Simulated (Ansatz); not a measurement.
**[BH3]− (SMILES [BH3-]): UCAM-B3LYP/3-21G**

What is the energy change on altering one bond length of [BH3]− at UCAM-B3LYP/3-21G? 

The results are computed with Ansatz 0.2.0.

2 further runs of the same task are left out: 2 set aside as unsound or not needed.

### Step 1. Starting point

[BH3]−: 4 atoms, total charge -1, spin state doublet. SMILES: `[BH3-]`. Geometry: relaxed at GFN2-xTB.

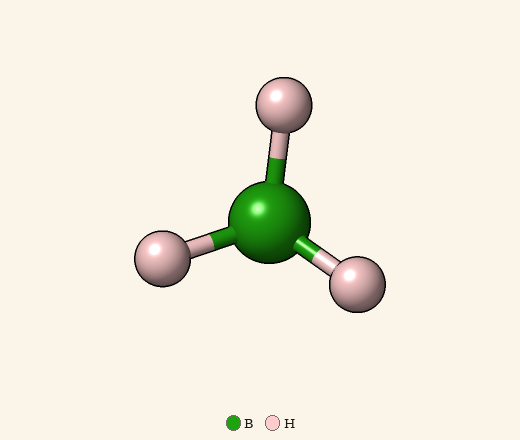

The structure, seen from a chosen angle (boron green, hydrogen pink).

### Step 2. The energy at UCAM-B3LYP/3-21G

Input file job.yaml:

```yaml
crystal:
  periodic: [false, false, false]
  atoms:
    - {symbol: B, position_ang: [0.150430, -0.037330, -0.233800]}
    - {symbol: H, position_ang: [0.917080, 0.452560, 0.628490]}
    - {symbol: H, position_ang: [-0.279230, -1.161080, 0.118390]}
    - {symbol: H, position_ang: [-0.788270, 0.745860, -0.513080]}
basis:
  gaussian:
    orbitals: 3-21G.json
magnetization:
  spin_polarized: true
  initial_magnetization: 1
hamiltonian:
  xc: {name: CAM-B3LYP}
total_charge: -1
accuracy: high
```

The basis set 3-21G is read from a file made from the Basis Set Exchange's data (not shown).

Started as:

```console
$ ansatz run job.yaml --threads 1 --pin off --max-ram 2610MiB --events-out events.jsonl --progress --plain --runs-dir runs
```

The log of the run:

```text
Warning: RAYON_NUM_THREADS=1 ignored (pool sized by the plan → 1); use --threads N
Functional definition: CAM-B3LYP
  name "CAM-B3LYP"
  parameter alpha = 0.19
  parameter beta = 0.46
  parameter omega = 0.33/bohr
  parameter ac = 0.81
  exchange = (1 - alpha - beta)*b88_x + beta*b88_x_sr(omega) + alpha*exact_x + beta*exact_x_lr(omega)
  correlation = (1 - ac)*vwn5_c + ac*lyp_c
294 factors; integrals over basis functions are off by at most 2.6e-9 eV
148 factors; integrals over basis functions are off by at most 1.3e-9 eV
mean field evaluation 1: about -718.1212 eV, gradient 3.7e0 eV
mean field evaluation 2: about -718.2937 eV, gradient 9.8e-1 eV
mean field evaluation 4: about -718.3085 eV, gradient 1.3e-1 eV
mean field evaluation 8: about -718.2894 eV, gradient 4.8e-3 eV
mean field evaluation 16: about -718.2894 eV, gradient 3.9e-8 eV
mean field -718.28944093 eV, -26.3966500802 hartree, gradient 3.9e-8 eV, S^2 0.752203; 0 other end points of the search recorded, 0 dependent functions left out
reference -718.28945347 eV, -26.3966505408 hartree; 5, 4 occupied and 10, 11 virtual orbitals, 294 factors
Total energy: -718.28945347 eV, -26.3966505408 hartree
```

Wall time 0.99 s (1 thread of Arm Neoverse V1, shared host); peak memory 0.1 GiB.

### Step 3. The distorted shape at the same level

Input file in.yaml:

```yaml
crystal:
  periodic: [false, false, false]
  atoms:
    - {symbol: B, position_ang: [0.257854, 0.243631, -0.321855]}
    - {symbol: H, position_ang: [1.024504, 0.733521, 0.540435]}
    - {symbol: H, position_ang: [-0.279230, -1.161080, 0.118390]}
    - {symbol: H, position_ang: [-0.680846, 1.026821, -0.601135]}
basis:
  gaussian:
    orbitals: 3-21G.json
hamiltonian:
  xc: {name: CAM-B3LYP}
magnetization:
  spin_polarized: true
  initial_magnetization: 1
total_charge: -1
accuracy: high
```

The basis set 3-21G is read from a file made from the Basis Set Exchange's data (not shown).

Started as:

```console
$ ansatz run in.yaml --threads 1 --pin off --max-ram 2610MiB --events-out events.jsonl --progress --plain --runs-dir runs
```

The log of the run, shortened:

```text
Warning: RAYON_NUM_THREADS=1 ignored (pool sized by the plan → 1); use --threads N
[... 8 set-up lines as earlier in the session ...]
294 factors; integrals over basis functions are off by at most 2.6e-9 eV
150 factors; integrals over basis functions are off by at most 1.3e-9 eV
mean field evaluation 1: about -717.3956 eV, gradient 4.3e0 eV
mean field evaluation 2: about -717.6342 eV, gradient 1.7e0 eV
mean field evaluation 4: about -717.6678 eV, gradient 1.7e-1 eV
mean field evaluation 8: about -717.6520 eV, gradient 6.2e-3 eV
mean field evaluation 16: about -717.6520 eV, gradient 1.7e-6 eV
mean field -717.65200116 eV, -26.3732246005 hartree, gradient 6.0e-9 eV, S^2 0.752638; 0 other end points of the search recorded, 0 dependent functions left out
reference -717.65201382 eV, -26.3732250660 hartree; 5, 4 occupied and 10, 11 virtual orbitals, 294 factors
Total energy: -717.65201382 eV, -26.3732250660 hartree
```

Wall time 1.1 s (1 thread of Arm Neoverse V1, shared host); peak memory 0.1 GiB.

### Step 4. Outcome

At UCAM-B3LYP/3-21G:

| quantity | value |
| --- | --- |
| first shape: total energy | -26.39665 Eh |
| first shape: ⟨S²⟩ | 0.752 |
| distorted shape: total energy | -26.37323 Eh |
| distorted shape: ⟨S²⟩ | 0.753 |
| energy change with the B1–H3 bond stretched from 1.254 to 1.567 Å | 0.637 eV |

In words: With the B1–H3 bond stretched from 1.254 to 1.567 Å the energy rises by 0.64 eV (14.7 kcal/mol). The first shape isn't relaxed at this level, so the change isn't measured from a minimum.
